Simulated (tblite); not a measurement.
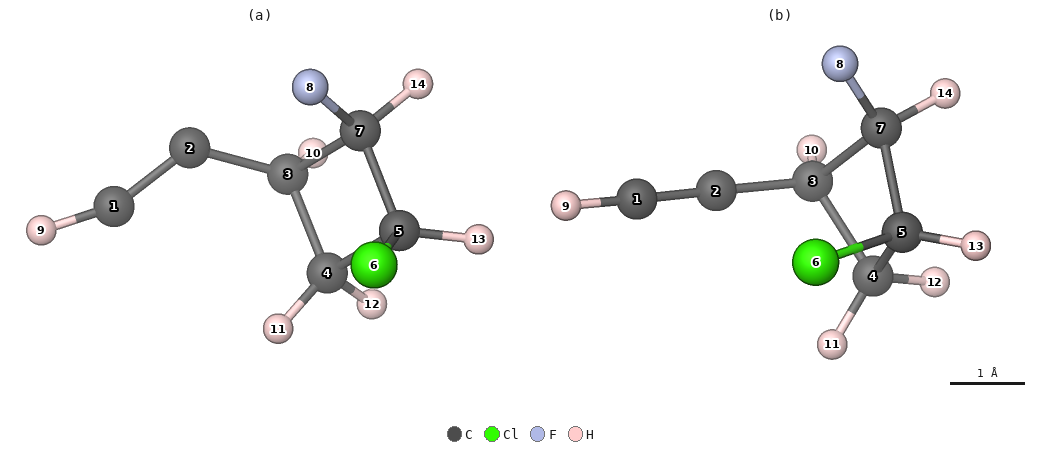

The structure of C₆H₆ClF (charge +1, multiplicity 2) before (left) and after (right) a relaxation, at one scale.

A ball-and-stick model, seen at a tilt.

Level of theory: GFN2-xTB geometry optimisation, gas phase in tblite 0.8.0. 

**What changed between the two?**

Over 85 geometry steps the energy falls by 38.3 kcal/mol. The atom that moves furthest after the best rigid fit is Cl6 (1.13 Å). Largest moves by element: Cl 1.13 Å, H 0.86 Å, C 0.59 Å, F 0.47 Å. Near-neighbour distances that change, for instance: C1–C2 1.307 → 1.212 Å, C3–C4 1.501 → 1.549 Å, C7–F8 1.386 → 1.339 Å, C4–H12 1.135 → 1.087 Å. Bond angles that change, for instance: C1–C2–C3 126.0° → 176.1°, C2–C1–H9 159.4° → 177.0°, C2–C3–C4 119.1° → 111.4°. Cost: 0.62 s on 1 thread of Arm Neoverse V1 (shared host).
